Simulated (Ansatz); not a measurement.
**C3H6ClFO: basis-set convergence**

Aim: see how fast density functionals converge with the basis set for C3H6ClFO.

Method: one geometry, several basis sets; program: Ansatz 0.2.0, Gaussian basis.

The runs, in order: PBE0-D4/def2-SVP; ωB97M-V/def2-SVP; PBE0-D4/def2-QZVPP; ωB97M-V/def2-QZVPP; the functionals' def2-TZVPP values are taken from earlier runs.

## (1) The relaxed structure

The geometry comes from an earlier relaxation with PBE0-D4 in a triple-zeta def2 set; it is a stationary point, not always the lowest conformer.

SMILES `CC(O)(Cl)CF`, 12 atoms, charge 0, spin multiplicity 1.

Atoms are counted from 1 here; the program's logs count them from 0.

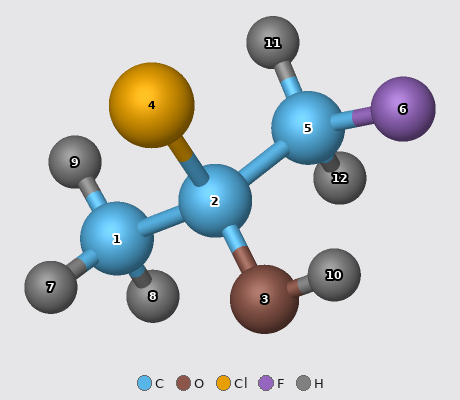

The geometry (carbon blue, oxygen brown, chlorine amber, fluorine purple, hydrogen grey); atoms are numbered from 1 in the order of the file.

Coordinates:

```tsv
atom	x (Å)	y (Å)	z (Å)
C1	-1.3482	-0.1501	0.3878
C2	0.1125	0.2123	0.3312
O3	0.7759	-0.4403	1.3421
Cl4	0.2613	2.0280	0.5611
C5	0.7248	-0.1097	-1.0195
F6	2.0903	0.0722	-0.9625
H7	-1.7534	0.1348	1.3579
H8	-1.4572	-1.2299	0.2641
H9	-1.9062	0.3656	-0.3932
H10	1.7229	-0.3030	1.2154
H11	0.3162	0.5290	-1.8034
H12	0.5381	-1.1641	-1.2471
```

## (2) PBE0-D4 in def2-SVP

Contents of in.yaml:

```yaml
crystal:
  periodic: [false, false, false]
  atoms:
    - {symbol: C, position_ang: [-1.348208, -0.150080, 0.387819]}
    - {symbol: C, position_ang: [0.112481, 0.212340, 0.331246]}
    - {symbol: O, position_ang: [0.775945, -0.440284, 1.342145]}
    - {symbol: Cl, position_ang: [0.261305, 2.027986, 0.561132]}
    - {symbol: C, position_ang: [0.724836, -0.109734, -1.019542]}
    - {symbol: F, position_ang: [2.090329, 0.072243, -0.962455]}
    - {symbol: H, position_ang: [-1.753366, 0.134818, 1.357883]}
    - {symbol: H, position_ang: [-1.457188, -1.229920, 0.264148]}
    - {symbol: H, position_ang: [-1.906230, 0.365602, -0.393170]}
    - {symbol: H, position_ang: [1.722858, -0.303010, 1.215436]}
    - {symbol: H, position_ang: [0.316161, 0.528983, -1.803429]}
    - {symbol: H, position_ang: [0.538075, -1.164140, -1.247113]}
basis:
  gaussian: {orbitals: def2-SVP}
hamiltonian: {xc: pbe0, dispersion: d4}
output: {orbitals: {seedname: orbitals}}
```

The run is started by

```bash
$ ansatz run in.yaml --threads 4 --pin off --events-out ev --progress --plain --max-ram 10444MiB
```

Standard output:

```text
Functional definition: PBE0
  name "PBE0"
  cite "Adamo & Barone, J. Chem. Phys. 110, 6158 (1999) doi:10.1063/1.478522"
  cite "Perdew, Burke & Ernzerhof, Phys. Rev. Lett. 77, 3865 (1996) doi:10.1103/PhysRevLett.77.3865"
  parent pbe
  parameter a = 0.25
  parameter kappa = 0.804
  parameter beta = 0.06672455060314922
  exchange = (1 - a)*pbe_x(kappa = kappa, mu = beta*pi^2/3) + a*exact_x
  correlation = pbe_c(beta = beta)
1326 factors; their error is unknown
mean field evaluation 1: about -20467.8011 eV, gradient 5.0e1 eV
mean field evaluation 2: about -20465.9154 eV, gradient 5.9e1 eV
mean field evaluation 4: about -20472.9110 eV, gradient 1.9e0 eV
mean field evaluation 8: about -20472.9192 eV, gradient 3.2e-2 eV
mean field evaluation 16: about -20472.9636 eV, gradient 7.7e-5 eV
mean field -20472.96361628 eV, -752.3675358253 hartree, gradient 7.7e-5 eV, S^2 0.000000; 0 other end points of the search recorded, 0 dependent functions left out
reference -20472.96363941 eV, -752.3675366753 hartree; 29, 29 occupied and 89, 89 virtual orbitals, 1326 factors
Total energy: -20473.18291055 eV, -752.3755947410 hartree
```

Wall time 0.8 s (4 threads of Intel Xeon 6975P-C, shared host).

## (3) ωB97M-V in def2-SVP

in.yaml: that of step 2 with these lines changed.

```diff
@@ -17,3 +17,3 @@
   gaussian: {orbitals: def2-SVP}
-hamiltonian: {xc: pbe0, dispersion: d4}
+hamiltonian: {xc: {name: wB97M-V}}
 output: {orbitals: {seedname: orbitals}}
```

Launched as before.

Standard output (excerpt; [...] marks lines left out):

```text
Functional definition: wB97M-V
  name "wB97M-V"
  cite "Mardirossian & Head-Gordon, J. Chem. Phys. 144, 214110 (2016) doi:10.1063/1.4952647"
  cite "Becke, J. Chem. Phys. 107, 8554 (1997) doi:10.1063/1.475007"
  cite "Vydrov & Van Voorhis, J. Chem. Phys. 133, 244103 (2010) doi:10.1063/1.3521275"
  # Of w^i u^j: cxij and so on, Table III.
[...]
  gx(w, u) = 1 - cx + cx01*u + cx10*w
  gss(w, u) = css00 + css04*u^4 + css10*w + css20*w^2 + css43*w^4*u^3
  gos(w, u) = cos00 + cos10*w + (cos20 + cos21*u)*w^2 + (cos60 + cos61*u)*w^6
[...]
      + integral(e_c_pw_mod_opposite_spin*gos(b97_w_opposite, b97_u_opposite)) + vv10(b, c)
1319 factors; their error is unknown
286 factors; integrals over basis functions are off by at most 6.5e-6 eV
[...]
mean field -20481.97925572 eV, -752.6988544635 hartree, gradient 4.4e-5 eV, S^2 0.000000; 0 other end points of the search recorded, 0 dependent functions left out
reference -20481.97929118 eV, -752.6988557668 hartree; 29, 29 occupied and 89, 89 virtual orbitals, 1319 factors
Total energy: -20481.97929118 eV, -752.6988557668 hartree
```

Run time: 2.2 s. Hardware: 4 threads of Intel Xeon 6975P-C, shared host.

## (4) PBE0-D4 in def2-QZVPP

in.yaml: that of step 3 with these lines changed.

```diff
@@ -16,4 +16,4 @@
 basis:
-  gaussian: {orbitals: def2-SVP}
-hamiltonian: {xc: {name: wB97M-V}}
+  gaussian: {orbitals: "def2-QZVPP.json"}
+hamiltonian: {xc: pbe0, dispersion: d4}
 output: {orbitals: {seedname: orbitals}}
```

The command is unchanged.

Standard output:

```text
Functional definition: PBE0
  name "PBE0"
  cite "Adamo & Barone, J. Chem. Phys. 110, 6158 (1999) doi:10.1063/1.478522"
  cite "Perdew, Burke & Ernzerhof, Phys. Rev. Lett. 77, 3865 (1996) doi:10.1103/PhysRevLett.77.3865"
  parent pbe
  parameter a = 0.25
  parameter kappa = 0.804
  parameter beta = 0.06672455060314922
  exchange = (1 - a)*pbe_x(kappa = kappa, mu = beta*pi^2/3) + a*exact_x
  correlation = pbe_c(beta = beta)
1628 factors; their error is unknown
mean field evaluation 1: about -20479.3636 eV, gradient 6.4e1 eV
mean field evaluation 2: about -20473.9401 eV, gradient 8.1e1 eV
mean field evaluation 4: about -20487.4040 eV, gradient 3.5e0 eV
mean field evaluation 8: about -20487.4268 eV, gradient 6.8e-2 eV
mean field evaluation 16: about -20487.4384 eV, gradient 2.7e-4 eV
mean field -20487.43837107 eV, -752.8994732522 hartree, gradient 4.8e-5 eV, S^2 0.000000; 0 other end points of the search recorded, 0 dependent functions left out
reference -20487.43840655 eV, -752.8994745560 hartree; 29, 29 occupied and 506, 506 virtual orbitals, 1628 factors
Total energy: -20487.65767768 eV, -752.9075326217 hartree
```

Run time: 7 s. Hardware: 4 threads of Intel Xeon 6975P-C, shared host; peak memory 2.2 GiB.

## (5) ωB97M-V in def2-QZVPP

in.yaml: that of step 4 with these lines changed.

```diff
@@ -17,3 +17,3 @@
   gaussian: {orbitals: "def2-QZVPP.json"}
-hamiltonian: {xc: pbe0, dispersion: d4}
+hamiltonian: {xc: {name: wB97M-V}}
 output: {orbitals: {seedname: orbitals}}
```

Launched as before.

Standard output (excerpt; [...] marks lines left out):

```text
Functional definition: wB97M-V
  name "wB97M-V"
  cite "Mardirossian & Head-Gordon, J. Chem. Phys. 144, 214110 (2016) doi:10.1063/1.4952647"
  cite "Becke, J. Chem. Phys. 107, 8554 (1997) doi:10.1063/1.475007"
  cite "Vydrov & Van Voorhis, J. Chem. Phys. 133, 244103 (2010) doi:10.1063/1.3521275"
  # Of w^i u^j: cxij and so on, Table III.
[...]
  gx(w, u) = 1 - cx + cx01*u + cx10*w
  gss(w, u) = css00 + css04*u^4 + css10*w + css20*w^2 + css43*w^4*u^3
  gos(w, u) = cos00 + cos10*w + (cos20 + cos21*u)*w^2 + (cos60 + cos61*u)*w^6
[...]
      + integral(e_c_pw_mod_opposite_spin*gos(b97_w_opposite, b97_u_opposite)) + vv10(b, c)
1612 factors; their error is unknown
378 factors; integrals over basis functions are off by at most 1.6e-5 eV
[...]
mean field -20496.70102205 eV, -753.2398693974 hartree, gradient 4.2e-5 eV, S^2 0.000000; 0 other end points of the search recorded, 0 dependent functions left out
reference -20496.70107695 eV, -753.2398714150 hartree; 29, 29 occupied and 506, 506 virtual orbitals, 1612 factors
Total energy: -20496.70107695 eV, -753.2398714150 hartree
```

Wall time 13 s (4 threads of Intel Xeon 6975P-C, shared host); peak memory 2.7 GiB.

## (6) Functionals by basis

The def2-TZVPP values come from earlier runs at the same geometry.

```tsv
functional	basis	functions	energy (eV)	from the largest (eV)	HOMO (eV)	LUMO (eV)
PBE0-D4	def2-SVP	118	-20473.1829	14.475	-8.25	1.00
PBE0-D4	def2-TZVPP	281	-20486.8582	0.799	-8.46	0.54
PBE0-D4	def2-QZVPP	535	-20487.6577	0.000	-8.51	0.30
ωB97M-V	def2-SVP	118	-20481.9793	14.722	-10.56	3.20
ωB97M-V	def2-TZVPP	281	-20495.9293	0.772	-10.81	2.55
ωB97M-V	def2-QZVPP	535	-20496.7011	0.000	-10.86	1.73
```

## (7) Results

```
                                       quantity           value
PBE0-D4: double and triple zeta above quadruple  14.47, 0.80 eV
ωB97M-V: double and triple zeta above quadruple  14.72, 0.77 eV
```

**Reading.** PBE0-D4 gains 13.68 eV from double to triple zeta, then 0.80 eV more. These are total energies; as a rule much of such shifts cancels in differences, which this series doesn't test. The LUMO of ωB97M-V is positive and keeps falling with the basis (3.20 to 1.73 eV): an unbound level that the basis holds in place.

For PBE0-D4 the largest set took about 9 times as long as the smallest (7 s against 0.8 s).
